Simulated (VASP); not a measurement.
Band structure of TaO (relaxed from the zinc blende structure, space group F-43m). Method: PBEsol GGA, VASP's PBE PAW potentials (set 64) (plane waves; VASP).

Unless said otherwise, spin-orbit coupling is left out, though it shifts the bands of the heavy elements here.

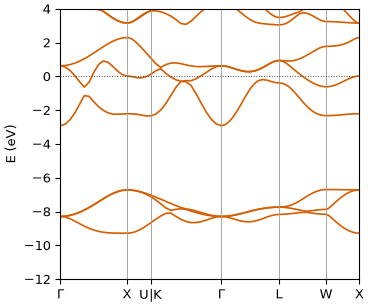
Bands along high-symmetry lines, zero at the valence-band maximum or, without a gap, the Fermi level

Read the plot: is there a gap, and where are the band edges?

It has no gap at this level: it comes out as a metal or semimetal. (Edges off the drawn lines would not show.)

The structure was generated: TaO was put into the zinc blende type (F-43m), which need not be its known phase. It was relaxed first, which changed the volume by -34 %. The electron count is odd and the run is not spin-polarised, which forces a metal.
